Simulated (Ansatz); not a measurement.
# CH7B2In: a ladder of functionals and wavefunction methods, part 2 of 2

Ansatz 0.2.0, Gaussian basis; functionals in def2-TZVPP, the program's frozen cores in correlated methods.

## Step 17: ωB97M-V (range-separated)

Contents of in.yaml:

```yaml
crystal:
  periodic: [false, false, false]
  atoms:
    - {symbol: B, position_ang: [-1.303278, 1.041126, -0.019585]}
    - {symbol: B, position_ang: [0.355367, 0.983357, -0.007671]}
    - {symbol: C, position_ang: [1.251108, 0.083583, 0.776475]}
    - {symbol: In, position_ang: [0.079970, -1.460321, -0.461636]}
    - {symbol: H, position_ang: [-1.994616, 0.168761, -0.518604]}
    - {symbol: H, position_ang: [-1.950641, 1.975076, 0.357539]}
    - {symbol: H, position_ang: [0.813186, 1.577566, -0.960665]}
    - {symbol: H, position_ang: [0.966014, -0.318531, 1.748029]}
    - {symbol: H, position_ang: [2.326703, 0.079469, 0.614579]}
    - {symbol: H, position_ang: [0.198360, -1.632657, -2.161991]}
    - {symbol: H, position_ang: [-0.742183, -2.497429, 0.633508]}
basis:
  gaussian: {orbitals: def2-TZVPP}
hamiltonian: {xc: {name: wB97M-V}}
output: {forces: true, orbitals: {seedname: orbitals}}
```

Started as:

```sh
$ ansatz run in.yaml --threads 4 --pin off --events-out ev --progress --plain --max-ram 10444MiB
```

The log of the run, shortened:

```text
Functional definition: wB97M-V
  name "wB97M-V"
  cite "Mardirossian & Head-Gordon, J. Chem. Phys. 144, 214110 (2016) doi:10.1063/1.4952647"
  cite "Becke, J. Chem. Phys. 107, 8554 (1997) doi:10.1063/1.475007"
  cite "Vydrov & Van Voorhis, J. Chem. Phys. 133, 244103 (2010) doi:10.1063/1.3521275"
  # Of w^i u^j: cxij and so on, Table III.
[...]
  gx(w, u) = 1 - cx + cx01*u + cx10*w
[...]
Atom 7 at     0.966014    -0.318531     1.748029 Å, force     0.020004     0.033126    -0.073771 eV/Å
Atom 8 at     2.326703     0.079469     0.614579 Å, force    -0.093277     0.009038     0.008565 eV/Å
Atom 9 at     0.198360    -1.632657    -2.161991 Å, force    -0.004874     0.008395     0.104989 eV/Å
Atom 10 at    -0.742183    -2.497429     0.633508 Å, force     0.047057     0.057610    -0.073312 eV/Å
Dipole moment:     0.060108    -0.194338     0.043637 e Å
```

Run time: 9 s. Hardware: 4 threads of Arm Neoverse V2, shared host; peak memory 0.86 GiB.

With the free atoms at this level, -7637.291 eV in sum, the atomisation energy is 3474.4 kJ/mol. HOMO -9.58 eV, LUMO -0.10 eV.

## Step 18: B2PLYP (double hybrid)

in.yaml, as its differences from that of step 17:

```diff
@@ -16,3 +16,2 @@
   gaussian: {orbitals: def2-TZVPP}
-hamiltonian: {xc: {name: wB97M-V}}
-output: {forces: true, orbitals: {seedname: orbitals}}
+hamiltonian: {xc: {name: B2PLYP}}
```

The command is unchanged.

The log of the run, shortened:

```text
Functional definition: B2PLYP
  name "B2PLYP"
  cite "Grimme, J. Chem. Phys. 124, 034108 (2006) doi:10.1063/1.2148954"
  cite "Becke, Phys. Rev. A 38, 3098 (1988) doi:10.1103/PhysRevA.38.3098"
  cite "Lee, Yang & Parr, Phys. Rev. B 37, 785 (1988) doi:10.1103/PhysRevB.37.785"
[...]
1579 factors; integrals over basis functions are off by at most 1.1e-3 eV
[...]
mean field -7661.81979887 eV, -281.5666842406 hartree, gradient 1.1e-6 eV, S^2 0.000000; 0 other end points of the search recorded, 0 dependent functions left out
7 core orbitals not correlated: weight in the atoms' cores, before any rotation towards them, 1.000 or more for the frozen orbitals, at most 0.000 for the correlated occupied ones
reference -7661.82000240 eV, -281.5666917202 hartree; 15, 15 occupied and 219, 219 virtual orbitals, 1579 factors
second order -22.57632090 eV of doubles, -0.00000000 eV of singles
Total energy: -7667.91560905 eV, -281.7907011326 hartree
```

It took 4.4 s on 4 threads of Arm Neoverse V2, shared host; peak memory 0.67 GiB.

Atomisation energy: 3412.2 kJ/mol (free atoms -7632.551 eV, run apart).

## Step 19: PBE-QIDH (double hybrid)

in.yaml, as its differences from that of step 18:

```diff
@@ -16,2 +16,2 @@
   gaussian: {orbitals: def2-TZVPP}
-hamiltonian: {xc: {name: B2PLYP}}
+hamiltonian: {xc: {name: PBE-QIDH}}
```

Launched as before.

The log of the run, shortened:

```text
Functional definition: PBE-QIDH
  name "PBE-QIDH"
  cite "Brémond, Sancho-García, Pérez-Jiménez & Adamo, J. Chem. Phys. 141, 031101 (2014) doi:10.1063/1.4890314"
  cite "Perdew, Burke & Ernzerhof, Phys. Rev. Lett. 77, 3865 (1996) doi:10.1103/PhysRevLett.77.3865"
[...]
1579 factors; integrals over basis functions are off by at most 1.1e-3 eV
[...]
mean field -7660.00758693 eV, -281.5000866799 hartree, gradient 2.1e-6 eV, S^2 0.000000; 0 other end points of the search recorded, 0 dependent functions left out
7 core orbitals not correlated: weight in the atoms' cores, before any rotation towards them, 1.000 or more for the frozen orbitals, at most 0.000 for the correlated occupied ones
reference -7660.00760447 eV, -281.5000873247 hartree; 15, 15 occupied and 219, 219 virtual orbitals, 1579 factors
second order -20.98715972 eV of doubles, -0.00000000 eV of singles
Total energy: -7667.00332438 eV, -281.7571752894 hartree
```

It took 4.4 s on 4 threads of Arm Neoverse V2, shared host; peak memory 0.67 GiB.

With the free atoms at this level, -7631.249 eV in sum, the atomisation energy is 3449.8 kJ/mol.

## Step 20: Orbital energies across the functionals

Dipoles come from the runs that computed forces. Levels are read from the orbital files that the runs wrote:

```
  functional  HOMO (eV)  LUMO (eV)  gap (eV)  dipole (D)
 LDA (SPW92)      -6.61      -3.22      3.39            
      PBE-D4      -6.46      -2.95      3.52        1.01
   revPBE-D4      -6.40      -2.83      3.58            
     BLYP-D4      -6.30      -2.78      3.52            
   r2SCAN-D4      -6.64      -2.61      4.03        0.95
      B97M-V      -6.69      -2.74      3.94            
     PBE0-D4      -7.48      -1.97      5.51            
    B3LYP-D4      -7.26      -2.18      5.09        0.95
  r2SCANh-D4      -7.02      -2.27      4.75            
  r2SCAN0-D4      -7.60      -1.78      5.82            
    HSE06-D4      -7.09      -2.35      4.73            
    BHLYP-D4      -8.33      -0.95      7.38            
CAM-B3LYP-D4      -8.70      -0.88      7.82            
     LC-ωPBE     -10.02       0.28     10.30            
     ωB97X-V      -9.67       0.16      9.83            
     ωB97M-V      -9.58      -0.10      9.47        1.00
```

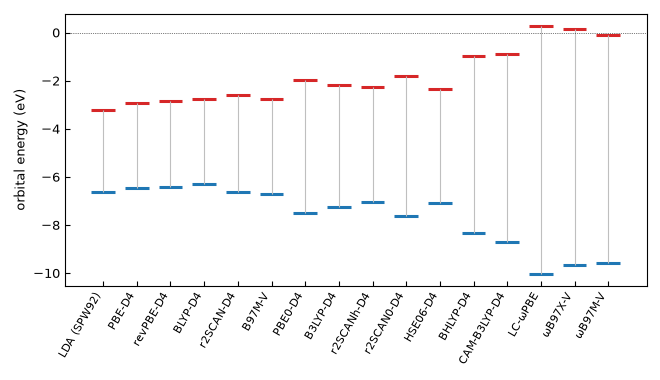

Highest occupied (blue) and lowest empty (red) level by functional.

## Step 21: CCSD(T) in def2-SVP

in.yaml, as its differences from that of step 19:

```diff
@@ -15,3 +15,3 @@
 basis:
-  gaussian: {orbitals: def2-TZVPP}
-hamiltonian: {xc: {name: PBE-QIDH}}
+  gaussian: {orbitals: def2-SVP}
+correlation: {method: ccsd_t}
```

Launched as before.

The log of the run, shortened:

```text
Functional definition: HF
  name "HF"
  cite "Fock, Z. Phys. 61, 126 (1930) doi:10.1007/BF01340294"
  parent pbe
[...]
1134 factors; integrals over basis functions are off by at most 1.1e-3 eV
[...]
mean field -7629.18514692 eV, -280.3673829020 hartree, gradient 7.8e-6 eV, S^2 0.000000; 0 other end points of the search recorded, 0 dependent functions left out
7 core orbitals not correlated: weight in the atoms' cores, before any rotation towards them, 1.000 or more for the frozen orbitals, at most 0.000 for the correlated occupied ones
reference -7629.18514692 eV, -280.3673829020 hartree; 15, 15 occupied and 81, 81 virtual orbitals, 1134 factors
second order -11.18730034 eV of doubles, -0.00000000 eV of singles
cycle   1  -12.25936559 eV  change    -1.1e0 eV  update   9.2e-2
[...]
cycle  10  -12.77597500 eV  change    1.1e-5 eV  update   2.1e-5
perturbative correction -0.42456960 eV, -0.0156026451 hartree
Total energy: -7642.38569152 eV, -280.8524939683 hartree
```

Run time: 4 s. Hardware: 4 threads of Arm Neoverse V2, shared host; peak memory 0.51 GiB.

## Step 22: CCSD(T) in def2-TZVPP

in.yaml, as its differences from that of step 21:

```diff
@@ -15,3 +15,4 @@
 basis:
-  gaussian: {orbitals: def2-SVP}
+  gaussian: {orbitals: def2-TZVPP}
 correlation: {method: ccsd_t}
+output: {orbitals: {seedname: orbitals}}
```

Same command.

The log of the run, shortened:

```text
Functional definition: HF
  name "HF"
  cite "Fock, Z. Phys. 61, 126 (1930) doi:10.1007/BF01340294"
  parent pbe
[...]
1579 factors; integrals over basis functions are off by at most 1.1e-3 eV
[...]
mean field -7632.11484655 eV, -280.4750473774 hartree, gradient 2.0e-6 eV, S^2 0.000000; 0 other end points of the search recorded, 0 dependent functions left out
7 core orbitals not correlated: weight in the atoms' cores, before any rotation towards them, 1.000 or more for the frozen orbitals, at most 0.000 for the correlated occupied ones
reference -7632.11484655 eV, -280.4750473774 hartree; 15, 15 occupied and 219, 219 virtual orbitals, 1579 factors
second order -18.58223791 eV of doubles, -0.00000000 eV of singles
cycle   1  -19.06464455 eV  change   -4.8e-1 eV  update   1.1e-1
[...]
cycle  10  -19.69189289 eV  change    3.7e-5 eV  update   2.7e-5
perturbative correction -0.71573550 eV, -0.0263027944 hartree
Total energy: -7652.52247494 eV, -281.2250138879 hartree
```

Wall time 1.7 min (4 threads of Arm Neoverse V2, shared host); peak memory 5.1 GiB.

## Step 23: MP2 in def2-QZVPP

in.yaml, as its differences from that of step 22:

```diff
@@ -15,4 +15,3 @@
 basis:
-  gaussian: {orbitals: def2-TZVPP}
-correlation: {method: ccsd_t}
-output: {orbitals: {seedname: orbitals}}
+  gaussian: {orbitals: "def2-QZVPP.json"}
+correlation: {method: mp2}
```

The command is unchanged.

The log of the run, shortened:

```text
Functional definition: HF
  name "HF"
  cite "Fock, Z. Phys. 61, 126 (1930) doi:10.1007/BF01340294"
  parent pbe
[...]
2772 factors; integrals over basis functions are off by at most 9.7e-4 eV
[...]
mean field -7632.27546645 eV, -280.4809500499 hartree, gradient 3.6e-6 eV, S^2 0.000000; 0 other end points of the search recorded, 0 dependent functions left out
7 core orbitals not correlated: weight in the atoms' cores, before any rotation towards them, 1.000 or more for the frozen orbitals, at most 0.000 for the correlated occupied ones
reference -7632.27546645 eV, -280.4809500499 hartree; 15, 15 occupied and 441, 441 virtual orbitals, 2772 factors
second order -24.34713307 eV of doubles, -0.00000000 eV of singles
Total energy: -7656.62259952 eV, -281.3756906871 hartree
```

Run time: 16 s. Hardware: 4 threads of Arm Neoverse V2, shared host; peak memory 2.9 GiB.

Energy pieces by basis (eV):

```
     basis          HF  MP2 correlation  CCSD correlation      (T)             total
  def2-SVP  -7629.1851         -11.1873          -12.7760  -0.4246        -7642.3857
def2-TZVPP  -7632.1148         -18.5822          -19.6919  -0.7157        -7652.5225
def2-QZVPP  -7632.2755         -24.3471                             -7656.6226 (MP2)
```

The report of the def2-TZVPP run gives T1 = 0.0144.

## Step 24: The basis-set limit

This step is arithmetic on the last runs, with X = 3 and 4: exp(−7.88√X) for Hartree-Fock, X^−2.97 for correlation; only MP2 was run in the larger set, so CCSD(T) minus MP2 is added from the smaller one.

```
  level  energy at the limit (eV)
     HF                -7632.2976
    MP2                -7660.9150
   CCSD                -7662.0247
CCSD(T)                -7662.7404
```

This is no true limit for total energies: MP2 correlation changes by a factor of 1.31 from triple to quadruple zeta (about 1.07 in light molecules), because outer-core shells are correlated in sets not made for them. Much of that cancels between molecule and atoms or ions.

## Step 25: RPA on PBE orbitals

in.yaml, as its differences from that of step 23:

```diff
@@ -15,3 +15,4 @@
 basis:
-  gaussian: {orbitals: "def2-QZVPP.json"}
-correlation: {method: mp2}
+  gaussian: {orbitals: def2-TZVPP}
+hamiltonian: {xc: pbe}
+correlation: {method: rpa}
```

Same command.

The log of the run, shortened:

```text
Functional definition: PBE
  name "PBE"
  cite "Perdew, Burke & Ernzerhof, Phys. Rev. Lett. 77, 3865 (1996) doi:10.1103/PhysRevLett.77.3865"
  parent pbe
[...]
1579 factors; integrals over basis functions are off by at most 1.1e-3 eV
[...]
mean field -7672.26844579 eV, -281.9506649326 hartree, gradient 6.9e-6 eV, S^2 0.000000; 0 other end points of the search recorded, 0 dependent functions left out
7 core orbitals not correlated: weight in the atoms' cores, before any rotation towards them, 1.000 or more for the frozen orbitals, at most 0.000 for the correlated occupied ones
reference -7630.65625146 eV, -280.4214449967 hartree; 15, 15 occupied and 219, 219 virtual orbitals, 1579 factors
Total energy: -7661.82866469 eV, -281.5670100534 hartree
```

It took 4.4 s on 4 threads of Arm Neoverse V2, shared host; peak memory 0.63 GiB.

RPA correlation: -31.172 eV. No RPA run of the hydrogen atom was made, so RPA has no atomisation energy below.

## Step 26: The ladder

Free atoms (2 B, 1 C, 1 In, 7 H) were run apart at each level; the atomisation energy is their sum less the molecule, without zero-point or spin-orbit terms.

Differences are taken before rounding.

```
            method             rung  atomisation energy (kJ/mol)  from CCSD(T)/CBS (kJ/mol)     time
       LDA (SPW92)              LDA                       3896.5                     +449.5    1.1 s
            PBE-D4              GGA                       3487.0                      +39.9      2 s
         revPBE-D4              GGA                       3412.9                      -34.2    1.6 s
           BLYP-D4              GGA                       3418.3                      -28.8    1.9 s
         r2SCAN-D4         meta-GGA                       3487.9                      +40.9    3.5 s
            B97M-V         meta-GGA                       3501.7                      +54.6    7.5 s
           PBE0-D4           hybrid                       3467.0                      +20.0    2.1 s
          B3LYP-D4           hybrid                       3455.2                       +8.2    3.6 s
        r2SCANh-D4           hybrid                       3476.0                      +29.0    3.6 s
        r2SCAN0-D4           hybrid                       3460.0                      +13.0    3.5 s
          HSE06-D4           hybrid                       3468.2                      +21.2    2.4 s
          BHLYP-D4           hybrid                       3408.2                      -38.8    2.4 s
      CAM-B3LYP-D4  range-separated                       3474.9                      +27.8    2.6 s
           LC-ωPBE  range-separated                       3459.8                      +12.8    2.1 s
           ωB97X-V  range-separated                       3470.3                      +23.3    6.5 s
           ωB97M-V  range-separated                       3474.4                      +27.3      9 s
            B2PLYP    double hybrid                       3412.2                      -34.9    4.4 s
          PBE-QIDH    double hybrid                       3449.8                       +2.8    4.4 s
     HF/def2-TZVPP     wavefunction                       2649.7                     -797.4         
    MP2/def2-TZVPP     wavefunction                       3388.3                      -58.7         
   CCSD/def2-TZVPP     wavefunction                       3339.1                     -107.9         
  CCSD(T)/def2-SVP     wavefunction                       3289.8                     -157.3      4 s
CCSD(T)/def2-TZVPP     wavefunction                       3379.6                      -67.4  1.7 min
           MP2/CBS     wavefunction                       3455.7                       +8.7         
       CCSD(T)/CBS     wavefunction                       3447.0                          0    2 min
```

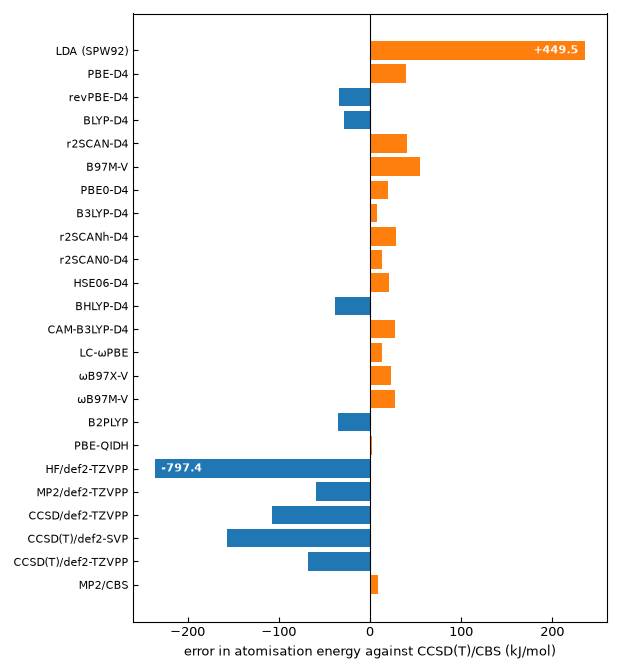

Error of each method against CCSD(T)/CBS. Bars with a number in them are cut short.

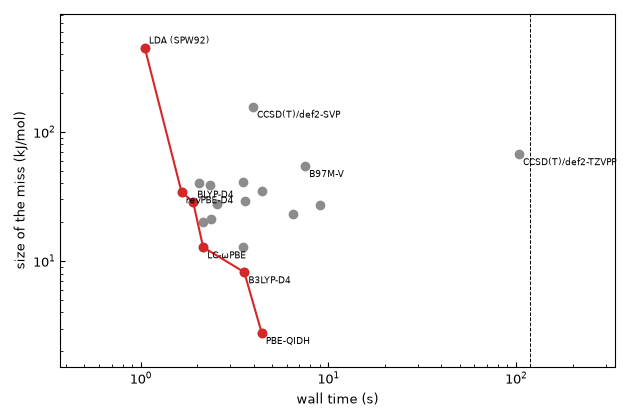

Accuracy for the time spent; red marks the levels that beat every quicker one drawn (of those quicker than the yardstick), and the dashed line is the time of CCSD(T)/CBS. Only those levels and the largest misses are named. Times are from a shared host.

LDA (SPW92), LC-ωPBE, B2PLYP, PBE-QIDH carry no dispersion term (for B3LYP, D4 adds 35.2 kJ/mol).

Times are those of the molecule's run; HF, MP2 and CCSD come out of the CCSD(T) runs, and the limit's time is the sum of the runs that it needs.

## Step 27: Summary of results

What follows sums up all 2 parts.

```
                               quantity                                                                                                                       value
        atomisation energy, CCSD(T)/CBS                                                                                                               3447.0 kJ/mol
 functionals within 34.5 kJ/mol (1.0 %)  revPBE-D4, BLYP-D4, PBE0-D4, B3LYP-D4, r2SCANh-D4, r2SCAN0-D4, HSE06-D4, CAM-B3LYP-D4, LC-ωPBE, ωB97X-V, ωB97M-V, PBE-QIDH
                    farthest beyond LDA                                                                                                       B97M-V (+54.6 kJ/mol)
                mean size of error, GGA                                                                                                                 34.3 kJ/mol
           mean size of error, meta-GGA                                                                                                                 47.7 kJ/mol
             mean size of error, hybrid                                                                                                                 21.7 kJ/mol
    mean size of error, range-separated                                                                                                                 22.8 kJ/mol
      mean size of error, double hybrid                                                                                                                 18.8 kJ/mol
              gap, smallest and largest                                                                                   3.39 eV (LDA (SPW92)), 10.30 eV (LC-ωPBE)
                          T1 diagnostic                                                                                                                      0.0144
triples share of the correlation energy                                                                                                                       3.5 %
```

**Reading.** The LDA atomisation energy is off by 449.5 kJ/mol (13 %): it overbinds. PBE-D4 misses by +39.9 kJ/mol. Double hybrids carry the basis error of their MP2 part in triple zeta, and no dispersion term here, so their miss is partly the set-up's. The rungs double hybrid, hybrid, range-separated, GGA miss on average by less than the doubt on the reference (34.5 kJ/mol), so they tie. The reference freezes the cores and leaves out spin-orbit coupling and excitations past (T), and its outer-core shells are covered unevenly, so misses under about 34.5 kJ/mol can't be ranked. All levels share the lack of spin-orbit coupling, which lowers the free heavy atoms and so the true binding. Hartree-Fock recovers 77 % of the binding; the rest is correlation. CCSD(T) in def2-SVP is off by -157.3 kJ/mol, so the small basis spoils what the method gains. The gap grows from 3.4 to 10.3 eV across the functionals, mostly with the share of exact exchange. Correlated methods include outer-core shells of In, which these sets cover unevenly.

For cost: PBE-QIDH gets within 2.8 kJ/mol in 4.4 s, where CCSD(T)/CBS took 2 min; the quickest level in the cost chart, LDA (SPW92), takes 1.1 s and misses by 449.5 kJ/mol.
